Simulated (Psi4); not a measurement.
# TPSSh/def2-SVPD run of [GaH2F2]− (SMILES [F][GaH2-][F])

What is the vertical ionisation energy of [GaH2F2]− at TPSSh/def2-SVPD? 

The calculation is run with Psi4 1.11.

## (1) Starting point

The species is [GaH2F2]− (5 atoms), meant as a singlet with charge -1. SMILES: `[F][GaH2-][F]`. Geometry: a GFN2-xTB relaxation, a rough one for these elements and not checked as a minimum.

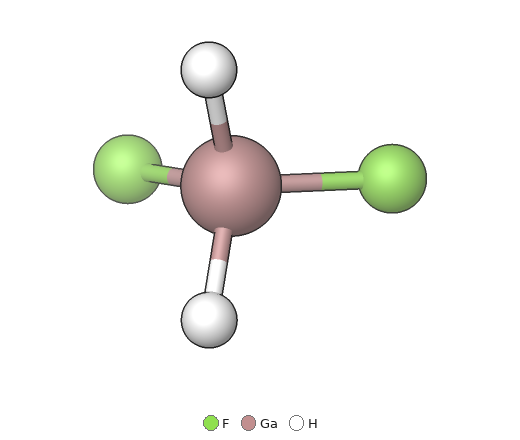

Viewed from a chosen angle; fluorine green, gallium pink, hydrogen white.

## (2) Energy and gradient at TPSSh/def2-SVPD

calc.inp reads:

```
memory 1.6 GB

molecule geom {
  -1 1
  F     -0.274910    -0.534640     1.633010
  Ga     0.069440    -0.037490    -0.057030
  F     -1.087530     1.262430    -0.501770
  H     -0.208340    -1.257870    -0.979630
  H      1.501350     0.567570    -0.094580
  symmetry c1
}

set puream true
set e_convergence 1e-09
set d_convergence 1e-08
set scf_type pk
set dft_radial_points 99
set dft_spherical_points 590

energy_value, wavefunction = gradient("tpssh/def2-SVPD", return_wfn=True)
oeprop(wavefunction, "WIBERG_LOWDIN_INDICES", "DIPOLE", "MAYER_INDICES", title="TPSSH")
```

The run is started by

```bash
$ psi4 -n 1 calc.inp calc.out
```

calc.out:

```text
[...]
  Running in c1 symmetry.
[...]
  Nuclear repulsion =  207.522729931227303
[...]
  Multiplicity = 1
[...]
  Nalpha       = 26
  Nbeta        = 26
[...]
    Number of basis functions: 100
[...]
   @RKS iter   1: -2123.47646454869937   -1.52540e+00   2.69569e-02 DIIS/ADIIS
[...]
   @RKS iter  12: -2125.47828473335721   -2.72848e-12   4.83727e-09 DIIS
[...]
    Orbital Energies [Eh]
    ---------------------
    Doubly Occupied:
       1A   -372.034217     2A    -45.489431     3A    -40.225404
       4A    -40.225216     5A    -40.224920     6A    -24.350750
       7A    -24.350505     8A     -5.211785     9A     -3.493235
      10A     -3.492778    11A     -3.490505    12A     -0.865019
      13A     -0.860510    14A     -0.560608    15A     -0.559856
      16A     -0.556732    17A     -0.556624    18A     -0.555975
      19A     -0.255408    20A     -0.176464    21A     -0.164659
      22A     -0.164592    23A     -0.140191    24A     -0.135242
      25A     -0.118130    26A     -0.071792
[...]
  @RKS Final Energy: -2125.47828473335721
   => Energetics <=
    Nuclear Repulsion Energy =            207.5227299312273033
    One-Electron Energy =               -3389.9315738304144361
    Two-Electron Energy =                1144.4557371572132070
    DFT Exchange-Correlation Energy =     -87.5251779913831314
    Empirical Dispersion Energy =           0.0000000000000000
    VV10 Nonlocal Energy =                  0.0000000000000000
    Total Energy =                      -2125.4782847333572136
[...]
  -Total Gradient:
     Atom            X                  Y                   Z
    ------   -----------------  -----------------  -----------------
       1        0.006006650686     0.004657860942    -0.021208092698
       2       -0.012201679174     0.006302001671     0.010506776758
       3        0.015131051725    -0.015772584184     0.003318581115
       4        0.003530710026     0.010908689941     0.007809268818
       5       -0.012425968455    -0.006117749141    -0.000460574923
[...]
 Multipole Moments:
 ------------------------------------------------------------------------------------
     Multipole            Electronic (a.u.)      Nuclear  (a.u.)        Total (a.u.)
 ------------------------------------------------------------------------------------
 L = 1.  Multiply by 2.5417464519 to convert [e a0] to [Debye]
 Dipole X            :         -0.6304464            0.8518434            0.2213970
 Dipole Y            :          0.3335248           -0.4536879           -0.1201631
 Dipole Z            :          0.5286293           -0.7094069           -0.1807777
 Magnitude           :                                                    0.3100586
[...]
```

It took 52 s on 1 thread of Intel Xeon Platinum 8375C at 2.90GHz (Ice Lake), shared host; peak memory 0.78 GiB.

## (3) Doublet neutral GaH2F2: the energy at UTPSSh/def2-SVPD

f2gah2.xyz reads:

```xyz
5
F2GaH2
F     -0.274910    -0.534640     1.633010
Ga     0.069440    -0.037490    -0.057030
F     -1.087530     1.262430    -0.501770
H     -0.208340    -1.257870    -0.979630
H      1.501350     0.567570    -0.094580
```

run.py reads:

```python
import psi4

psi4.set_memory('1600 MB')
psi4.set_num_threads(1)
psi4.core.set_output_file('output.dat', False)

with open('f2gah2.xyz') as f:
    atoms = ''.join(f.readlines()[2:])
molecule = psi4.geometry('0 2\n' + atoms + 'symmetry c1')

psi4.set_options({
    'basis': 'def2-SVPD',
    'reference': 'uks',
    'puream': True,
    'e_convergence': 1e-09,
    'd_convergence': 1e-08,
    'scf_type': 'pk',
    'dft_radial_points': 99,
    'dft_spherical_points': 590,
    'maxiter': 200,
})

e_tot, wfn = psi4.energy('tpssh', molecule=molecule, return_wfn=True)
psi4.oeprop(wfn, 'WIBERG_LOWDIN_INDICES', 'LOWDIN_CHARGES', 'QUADRUPOLE', title='TPSSH')
print(f'tpssh energy: {e_tot:.10f} Eh')
for k, v in sorted(psi4.core.scalar_variables().items()):
    print(f'{k:45s} {v:18.10f}')
```

The run is started by

```bash
$ python run.py
```

output.dat:

```text
[...]
  Running in c1 symmetry.
[...]
  Nuclear repulsion =  207.522729931227303
[...]
  Multiplicity = 2
[...]
  Nalpha       = 26
  Nbeta        = 25
[...]
    Number of basis functions: 100
[...]
   @UKS iter   1: -2123.44723874677402   -1.49617e+00   2.65245e-02 DIIS/ADIIS
[...]
   @UKS iter  14: -2125.30289296829415   -1.04592e-11   3.03281e-09 DIIS
[...]
   @S^2 Observed:                7.631195713E-01
[...]
    Orbital Energies [Eh]
    ---------------------
    Alpha Occupied:
       1A   -372.311857     2A    -45.767210     3A    -40.504102
       4A    -40.503302     5A    -40.501602     6A    -24.595117
       7A    -24.595054     8A     -5.487976     9A     -3.770809
      10A     -3.768224    11A     -3.765855    12A     -1.104854
      13A     -1.100684    14A     -0.840792    15A     -0.836268
      16A     -0.832412    17A     -0.830719    18A     -0.826062
      19A     -0.522223    20A     -0.428003    21A     -0.411397
      22A     -0.409735    23A     -0.384011    24A     -0.368589
      25A     -0.365927    26A     -0.362187
    Alpha Virtual:
[...]
  @UKS Final Energy: -2125.30289296829415
   => Energetics <=
    Nuclear Repulsion Energy =            207.5227299312273033
    One-Electron Energy =               -3376.5965520724698763
    Two-Electron Energy =                1130.9964449365554628
    DFT Exchange-Correlation Energy =     -87.2255157636070919
    Empirical Dispersion Energy =           0.0000000000000000
    VV10 Nonlocal Energy =                  0.0000000000000000
    Total Energy =                      -2125.3028929682941452
[...]
 Multipole Moments:
 ------------------------------------------------------------------------------------
     Multipole            Electronic (a.u.)      Nuclear  (a.u.)        Total (a.u.)
 ------------------------------------------------------------------------------------
 L = 1.  Multiply by 2.5417464519 to convert [e a0] to [Debye]
 Dipole X            :          0.0976258            0.8518434            0.9494691
 Dipole Y            :         -0.0540737           -0.4536879           -0.5077616
 Dipole Z            :         -0.0774543           -0.7094069           -0.7868612
 Magnitude           :                                                    1.3335907
 L = 2.  Multiply by 1.3450342976 to convert [e a0^2] to [Debye ang]
 Quadrupole XX       :        -63.3518823           43.7510041          -19.6008782
 Quadrupole XY       :         34.4829826          -32.8185862            1.6643964
[...]
```

Standard output:

```text
tpssh energy: -2125.3028929683 Eh
CURRENT ENERGY                                  -2125.3028929683
CURRENT REFERENCE ENERGY                        -2125.3028929683
DD SOLVATION ENERGY                                 0.0000000000
DFT FUNCTIONAL TOTAL ENERGY                     -2125.3028929683
DFT TOTAL ENERGY                                -2125.3028929683
DFT VV10 ENERGY                                     0.0000000000
DFT XC ENERGY                                     -87.2255157636
GRID ELECTRONS ALPHA                               26.0000005095
GRID ELECTRONS BETA                                25.0000004670
GRID ELECTRONS TOTAL                               51.0000009765
NUCLEAR REPULSION ENERGY                          207.5227299312
ONE-ELECTRON ENERGY                             -3376.5965520725
PCM POLARIZATION ENERGY                             0.0000000000
PE ENERGY                                           0.0000000000
SCF ITERATION ENERGY                            -2125.3028929683
SCF ITERATIONS                                     14.0000000000
SCF TOTAL ENERGY                                -2125.3028929683
TWO-ELECTRON ENERGY                              1130.9964449366
XC GRID RADIAL POINTS                              99.0000000000
XC GRID SPHERICAL POINTS                          590.0000000000
XC GRID TOTAL POINTS                           282791.0000000000
```

Wall time 81 s (1 thread of Intel Xeon Platinum 8375C at 2.90GHz (Ice Lake), shared host); peak memory 0.78 GiB.

## (4) Summary of results

Level: TPSSh/def2-SVPD.

| quantity | value |
| --- | --- |
| singlet [GaH2F2]−: total energy | -2125.47828 Eh |
| singlet [GaH2F2]−: HOMO energy | -1.95 eV |
| singlet [GaH2F2]−: LUMO energy | 4.14 eV |
| singlet [GaH2F2]−: HOMO–LUMO gap (to an unbound level, set by the basis) | 6.09 eV |
| singlet [GaH2F2]−: largest force on an atom | 1.158 eV/Å |
| doublet neutral GaH2F2: total energy | -2125.30289 Eh |
| doublet neutral GaH2F2: dipole moment | 3.39 D |
| doublet neutral GaH2F2: HOMO energy (highest over α and β) | -9.56 eV |
| doublet neutral GaH2F2: LUMO energy (lowest over α and β) | -7.58 eV |
| doublet neutral GaH2F2: ⟨S²⟩ | 0.763 |
| vertical detachment energy (to the doublet neutral) | 4.773 eV |

Removing an electron at fixed nuclei costs 4.77 eV (460 kJ/mol). The largest force (singlet [GaH2F2]−) is 1.16 eV/Å: the shape isn't a stationary point for this species at this level. −ε(HOMO) before ionisation, 1.95 eV, is 2.82 eV below this ionisation energy.
